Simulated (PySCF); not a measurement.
# B2PLYP/STO-3G run of [AlH4]− (SMILES [H][Al-]([H])([H])[H])

What is the vertical singlet–triplet gap of [AlH4]− at B2PLYP/STO-3G? 

The results are computed with PySCF 2.14.0.

12 further runs of the same task are left out: 1 that didn't finish, 11 set aside as unsound or not needed.

**1. The structure to begin with**

[AlH4]−: 5 atoms, total charge -1, spin state singlet. As SMILES, `[H][Al-]([H])([H])[H]`. Geometry: a GFN2-xTB relaxation, a rough one for these elements and not checked as a minimum.

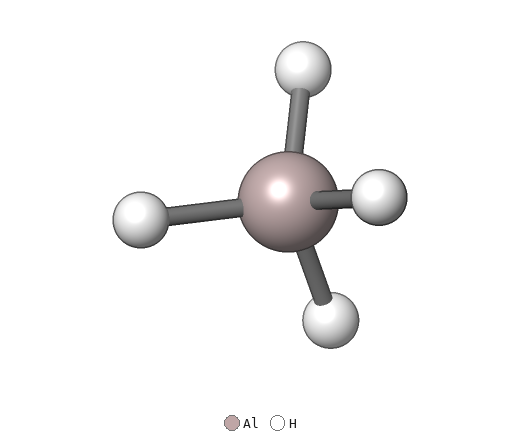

The structure, seen from a chosen angle (aluminium light grey, hydrogen white).

**2. The energy at B2PLYP/STO-3G**

File job.py:

```python
from pyscf import gto, dft, mp

mol = gto.M(
    atom='''
Al    -0.002740    -0.002041    -0.000019
H      0.024302    -0.036510     3.074717
H      2.891357     0.024566    -1.044792
H     -1.462478     2.521121    -0.982922
H     -1.450440    -2.507137    -1.047003
''',
    basis='sto-3g',
    verbose=3,
    spin=0,
    charge=-1,
    max_memory=1860,
    unit='bohr',
)

mf = dft.RKS(mol, xc='0.53*HF + 0.47*B88, 0.73*LYP')
mf.conv_tol = 1e-10
mf.grids.level = 5
mf.kernel()
if not mf.converged:
    mf = mf.newton().run(mf.mo_coeff, mf.mo_occ)

pt = mp.MP2(mf, frozen=5).run()
e_tot = mf.e_tot + 0.27 * pt.e_corr
print('PT2 part  %.8f' % (0.27 * pt.e_corr))
print('E = %.10f Eh' % e_tot)
```

Started as:

```
OMP_NUM_THREADS=1 python job.py
```

Log:

```text
converged SCF energy = -241.57366474172
E(RMP2) = -241.627211313904  E_corr = -0.0535465721841956
E(SCS-RMP2) = -241.637173570092  E_corr = -0.0635088283719533
PT2 part  -0.01445757
E = -241.5881223162 Eh
```

It took 1.4 s on 1 thread of Arm Neoverse V2, shared host; peak memory 0.17 GiB.

**3. The triplet at the same level**

File start.xyz:

```xyz
5
AlH4
Al    -0.001450    -0.001080    -0.000010
H      0.012860    -0.019320     1.627070
H      1.530040     0.013000    -0.552880
H     -0.773910     1.334120    -0.520140
H     -0.767540    -1.326720    -0.554050
```

File job.py:

```python
from pyscf import gto, dft, mp

system = gto.M(
    atom='start.xyz',
    basis='sto-3g',
    spin=2,
    verbose=3,
    charge=-1,
    max_memory=1860,
)

ks = dft.UKS(system)
ks.xc = '0.53*HF + 0.47*B88, 0.73*LYP'
ks.conv_tol = 1e-10
ks.grids.level = 5
ks.kernel()
if not ks.converged:
    ks = ks.newton().run(ks.mo_coeff, ks.mo_occ)

pt = mp.MP2(ks, frozen=5).run()
e_tot = ks.e_tot + 0.27 * pt.e_corr
print('PT2 part  %.8f' % (0.27 * pt.e_corr))
print('E(%s) = %.9f' % ('B2PLYP', e_tot))
```

Started as:

```
OMP_NUM_THREADS=1 python job.py
```

Log:

```text
WARN: HOMO 0.255608316302368 >= LUMO -0.295872173525081

WARN: HOMO 0.494949826036968 >= LUMO 0.188648464406148

WARN: HOMO 0.497807424491969 >= LUMO 0.234469819503632

WARN: HOMO 0.487340852586097 >= LUMO 0.243827161285891

WARN: HOMO 0.481349601541238 >= LUMO 0.252614171427356

WARN: HOMO 0.476773345042254 >= LUMO 0.2588892429288

WARN: HOMO 0.469807486219158 >= LUMO 0.266425571953383

WARN: HOMO 0.470313656959546 >= LUMO 0.268464142354973

WARN: HOMO 0.469443602131131 >= LUMO 0.269030600565102

WARN: HOMO 0.469620813266153 >= LUMO 0.268590272887587

WARN: HOMO 0.469324053857699 >= LUMO 0.268905967393086

WARN: HOMO 0.46942108484323 >= LUMO 0.268826067175441

WARN: HOMO 0.469427283314729 >= LUMO 0.26882007393779

WARN: HOMO 0.469411648134847 >= LUMO 0.268834249598475

WARN: HOMO 0.469407812279041 >= LUMO 0.268836021834448

WARN: HOMO 0.469407013166086 >= LUMO 0.268838591799442

WARN: HOMO 0.469407110995556 >= LUMO 0.268838695848785

converged SCF energy = -241.131315851155  <S^2> = 2.0010238  2S+1 = 3.0006824
E(UMP2) = -241.174133873762  E_corr = -0.0428180226074195
E(SCS-UMP2) = -241.182156554006  E_corr = -0.0508407028512927
PT2 part  -0.01156087
E(B2PLYP) = -241.142876717
```

Wall time 3.6 s (1 thread of Arm Neoverse V2, shared host); peak memory 0.18 GiB.

**4. Outcome**

At B2PLYP/STO-3G, 5 core orbitals frozen:

| quantity | value |
| --- | --- |
| singlet: total energy | -241.58812 Eh |
| singlet: HOMO energy (SCF part's orbitals) | 0.83 eV |
| singlet: LUMO energy (SCF part's orbitals) | 18.93 eV |
| singlet: HOMO–LUMO gap (to an unbound level, set by the basis) | 18.11 eV |
| triplet: total energy | -241.14288 Eh |
| triplet: HOMO energy (SCF part's orbitals) (highest over α and β) | 12.77 eV |
| triplet: ⟨S²⟩ | 2.001 |
| vertical energy of the triplet above the singlet | 12.116 eV |

At this shape the triplet lies 12.12 eV (279 kcal/mol) above the singlet. For an anion a state so high probably lies above electron detachment. In a minimal basis such a difference can be off by several eV, whatever the method. Mulliken charges (singlet) run from -0.40 on H3 to +0.59 on Al1; they depend strongly on the basis. The HOMO (singlet) lies at positive energy, 0.83 eV; only total energies tell whether the electron is bound. The HOMO (triplet) lies at positive energy, 12.77 eV; only total energies tell whether the electron is bound.
